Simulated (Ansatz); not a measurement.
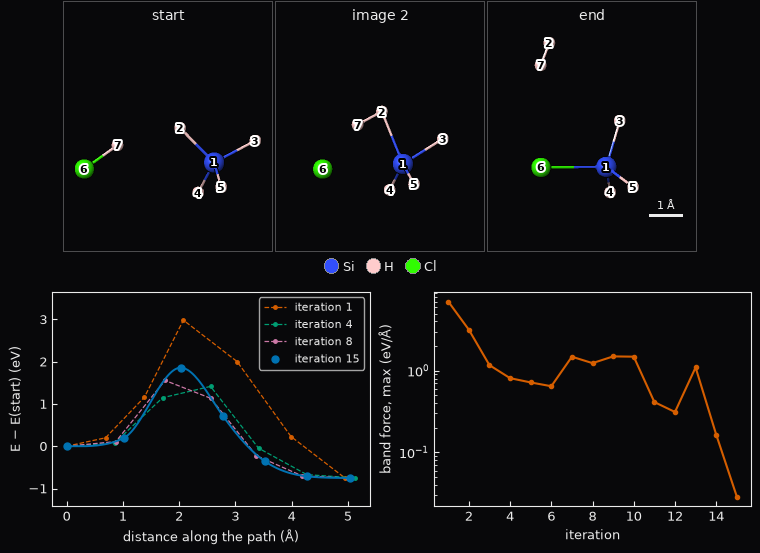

NEB run on SiH5Cl. Images are numbered from 0 (start) to 6 (end). The plot follows the band through its iterations. A ball-and-stick model, seen at a tilt.

The calculation used RKS B3LYP-D4/6-31G* (Ansatz).

The input:
```yaml
crystal:
  periodic: [false, false, false]
  atoms:
    - { symbol: Si, position_ang: [0.35955, 0.0, -0.199562] }
    - { symbol: H, position_ang: [0.075283, 0.0, 1.264855] }
    - { symbol: H, position_ang: [1.830887, 0.0, -0.394747] }
    - { symbol: H, position_ang: [-0.238714, 1.216373, -0.8027] }
    - { symbol: H, position_ang: [-0.238714, -1.216373, -0.8027] }
    - { symbol: Cl, position_ang: [-3.169489, 0.0, 1.963849] }
    - { symbol: H, position_ang: [-1.877503, 0.0, 1.960204] }
basis:
  gaussian: { orbitals: "6-31G*" }
hamiltonian:
  xc: b3lyp
  dispersion: d4
neb:
  order_check: false
  images: 5
  f_tol: 0.03
  max_iterations: 60
  final_atoms:
    - { symbol: Si, position_ang: [-0.40617977, 1.77e-06, -0.74021814] }
    - { symbol: H, position_ang: [-0.02410326, -5.82e-06, 3.4043608] }
    - { symbol: H, position_ang: [0.69324484, 4.24e-06, 0.25185785] }
    - { symbol: H, position_ang: [-0.34268857, 1.2163385, -1.58354932] }
    - { symbol: H, position_ang: [-0.34268892, -1.2163395, -1.58354357] }
    - { symbol: Cl, position_ang: [-2.21706775, 4.85e-06, 0.28200841] }
    - { symbol: H, position_ang: [-0.61921657, -4.05e-06, 2.95828297] }
  initial_path:
    images:
      - { positions_ang: [[0.35955, 0.0, -0.199562], [0.075283, 0.0, 1.264855], [1.830887, 0.0, -0.394747], [-0.238714, 1.216373, -0.8027], [-0.238714, -1.216373, -0.8027], [-3.169489, 0.0, 1.963849], [-1.877503, 0.0, 1.960204]] }
      - { positions_ang: [[0.24466304, 0.0, -0.12743391], [0.0336995, 0.0, 1.45179593], [1.68995998, 0.0, -0.40320353], [-0.37750554, 1.20804867, -0.69964075], [-0.37750554, -1.20804867, -0.69964075], [-2.88529129, 0.0, 1.54274777], [-1.58672016, 0.0, 1.92457424]] }
      - { positions_ang: [[0.12977609, 0.0, -0.05530581], [-0.007884, 0.0, 1.63873685], [1.54903297, 0.0, -0.41166005], [-0.51629708, 1.19972433, -0.5965815], [-0.51629708, -1.19972433, -0.5965815], [-2.60109358, 0.0, 1.12164654], [-1.29593731, 0.0, 1.88894447]] }
      - { positions_ang: [[0.01488913, 0.0, 0.01682228], [-0.0494675, 0.0, 1.82567778], [1.40810595, 0.0, -0.42011658], [-0.65508862, 1.1914, -0.49352225], [-0.65508862, -1.1914, -0.49352225], [-2.31689586, 0.0, 0.70054531], [-1.00515447, 0.0, 1.85331471]] }
      - { positions_ang: [[-0.12546717, 5.9e-07, -0.23552453], [-0.04101276, -1.94e-06, 2.35190546], [1.16981892, 1.41e-06, -0.1961251], [-0.55095527, 1.19971283, -0.85686461], [-0.55095539, -1.19971317, -0.85686269], [-2.28361983, 1.62e-06, 0.56103301], [-0.8765085, -1.35e-06, 2.22163746]] }
      - { positions_ang: [[-0.26582347, 1.18e-06, -0.48787134], [-0.03255801, -3.88e-06, 2.87813313], [0.93153188, 2.83e-06, 0.02786637], [-0.44682192, 1.20802567, -1.22020696], [-0.44682216, -1.20802633, -1.22020313], [-2.25034379, 3.24e-06, 0.42152071], [-0.74786253, -2.7e-06, 2.58996022]] }
      - { positions_ang: [[-0.40617977, 1.77e-06, -0.74021814], [-0.02410326, -5.82e-06, 3.4043608], [0.69324484, 4.24e-06, 0.25185785], [-0.34268857, 1.2163385, -1.58354932], [-0.34268892, -1.2163395, -1.58354357], [-2.21706775, 4.85e-06, 0.28200841], [-0.61921657, -4.05e-06, 2.95828297]] }
```

Launched with:
```bash
ansatz run input.yaml --threads 1 --pin off --max-ram 2048MiB --backend cpu --events-out ev --progress --plain --runs-dir out
```

**Judge this run.**

The result is final at these settings. The band converged in 15 iterations. The largest component of the band force went from 7 to 0.029 eV/Å. The climbing image converged on the top of the path. Its vibrational analysis gives one imaginary mode (998i cm⁻¹), as a transition state must have. The first iteration put the highest image at 2.98 eV. The energy climbs by 1.86 eV to image 2 and then falls by 2.61 eV, so the end point sits at −0.75 eV.
